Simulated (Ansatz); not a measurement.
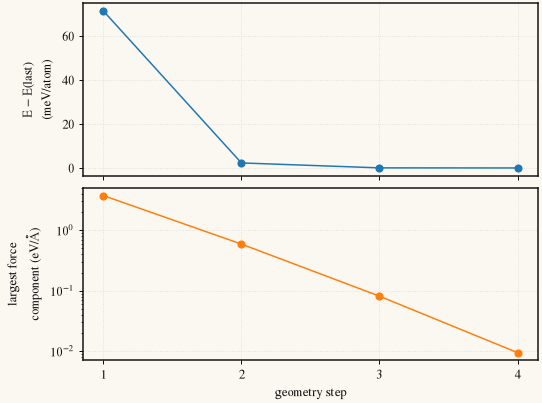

History of a geometry optimisation. Only the atoms move.

HF (2 atoms in the cell); DFT PBEsol, scalar-relativistic, plane waves, PAW (Ansatz 0.2.0); cutoff 420 eV, 1×1×1 k-mesh, Gaussian smearing of 0.005 eV.

### How did it end, and what did it gain?

The optimisation met its thresholds at geometry 4, counting the start as the first. The energy fell by about 71 meV/atom from the first step to the last. The largest force component goes from about 3.7 eV/Å at the start to 9 × 10⁻³ eV/Å at the end.
